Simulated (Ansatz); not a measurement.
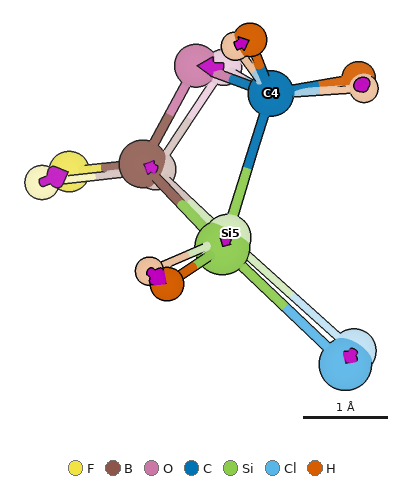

This is a relaxation of CH3BClFOSi (coarse preliminary run). The starting structure is drawn faded, the final one solid; purple arrows show the displacements, at their true length. The two geometries are superimposed by the best rigid fit.

A ball-and-stick model, seen at a tilt.

The start comes from a force field.

Level of theory: Ansatz 0.2.0, RKS PBE-D4/def2-SVP. (force threshold 0.03 eV/Å; at most 200 steps)

What happened in the run?

Answer. The atom that moves furthest after the best rigid fit is the F atom (0.48 Å). Largest moves by element: F 0.48 Å, O 0.34 Å, H 0.32 Å, Cl 0.22 Å, B 0.19 Å, Si 0.14 Å. Some distances before and after: C–O 1.289 → 1.477 Å, B–F 1.487 → 1.325 Å, C–Si 1.790 → 1.934 Å, B–O 1.509 → 1.371 Å. Bond angles that change, for instance: F–B–Si 132.0° → 145.3°, Cl–Si–H 117.8° → 107.6°, F–B–O 131.5° → 122.1°. The energy falls by 46.7 kcal/mol in 5 accepted moves (7 points after the start). The largest force component goes from 8.6 to 0.029 eV/Å. The line search rejected the trial steps at points 3, 6 of the run.
